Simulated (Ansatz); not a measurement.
## Electronic structure of ClF3H2Si in real space

The calculation's input:

```
crystal:
  periodic: [false, false, false]
  atoms:
    - {symbol: Si, position_ang: [-0.476758, -0.241337, -0.119867]}
    - {symbol: F, position_ang: [1.027305, -0.683745, 0.759680]}
    - {symbol: F, position_ang: [-0.090154, -1.158879, -1.344753]}
    - {symbol: F, position_ang: [-1.563651, 0.723685, -0.783673]}
    - {symbol: H, position_ang: [-1.271368, -0.796651, 0.976974]}
    - {symbol: H, position_ang: [1.450772, 0.473709, 0.561778]}
    - {symbol: Cl, position_ang: [0.923854, 1.683218, -0.050239]}
basis:
  gaussian: {orbitals: def2-TZVPP}
hamiltonian: {xc: pbe0, dispersion: d4}
output: {orbitals: {seedname: orbitals}}
```

Command:

```sh
ansatz run in.yaml --threads 4 --pin off --events-out ev --progress --plain --max-ram 9574MiB
```

A transition-state structure; geometry: PBE0-D4/def2-TZVP.

The calculation used RKS PBE0-D4/def2-TZVPP in Ansatz 0.2.0.

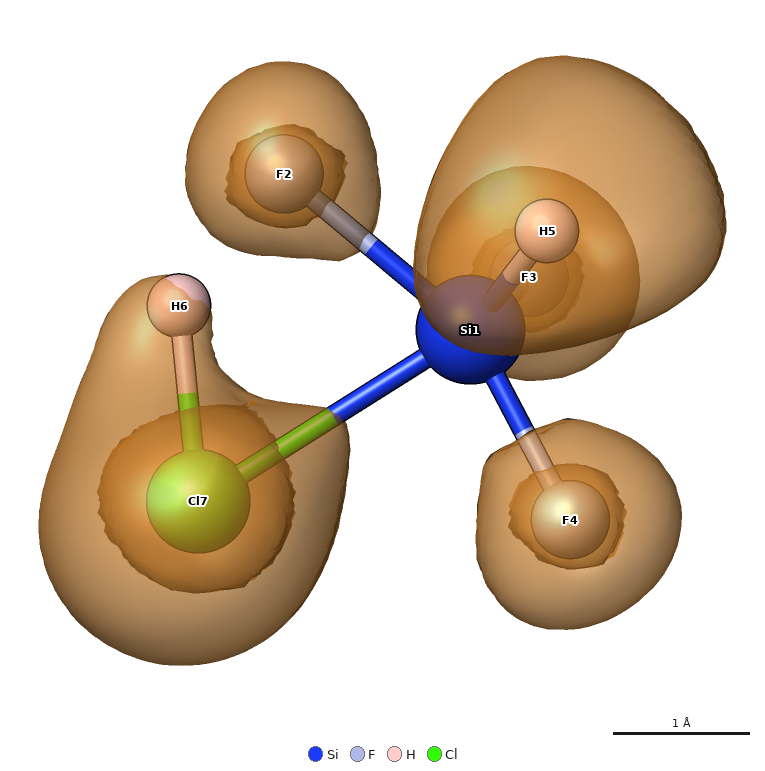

Figure 1. Isosurface of the ELF at 0.75 (orange), seen at a tilt. Only the valence region is drawn (cores and ρ < 0.01 e/Å³ removed).

> Describe the localisation domains.

The ELF exceeds this value in one region around a hydrogen nucleus, three regions wrapped around F (its lone pairs, merged into a ring or cap) and one joined region spread over several atoms (Cl, H), in which their bonds and any lone pairs are merged.


Si–F (1.58 Å): the ELF peaks at about 0.85 in the valence shell of F, 0.6 Å from its nucleus, and is about 0.55 at the midpoint. Si–Cl (2.38 Å): the ELF peaks at about 0.85 between the atoms, as expected for a polar covalent bond.

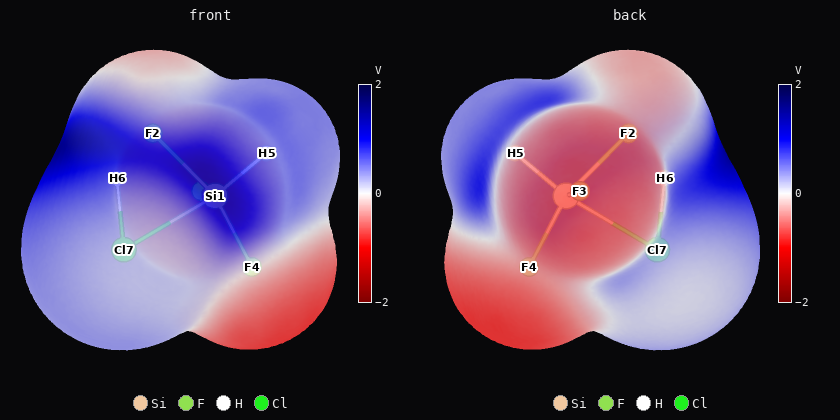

Figure 2. The electrostatic potential painted on the density surface at 0.001 e/bohr³, seen from the front and from behind; red is negative and blue positive.

> Describe the electrostatic potential map.

The most negative region (about −0.8 V, or −18 kcal/mol for a unit charge) lies over F4, the most positive (about +1.5 V, or +35 kcal/mol for a unit charge) over H6.

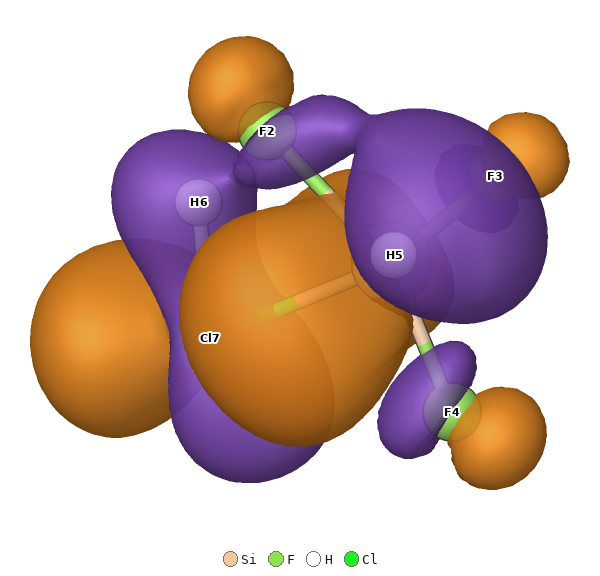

Figure 3. One frontier orbital at ±0.08 Å⁻³ᐟ² (orange and purple are the two phases), seen at a tilt.

> Which orbital is it: HOMO or LUMO?

The LUMO, at −0.79 eV. Its weight (Hirshfeld) is mainly on Si1 (about 45 %), Cl7 (about 25 %), H5 (about 10 %), F2 (about 5 %) and F4 (about 5 %).
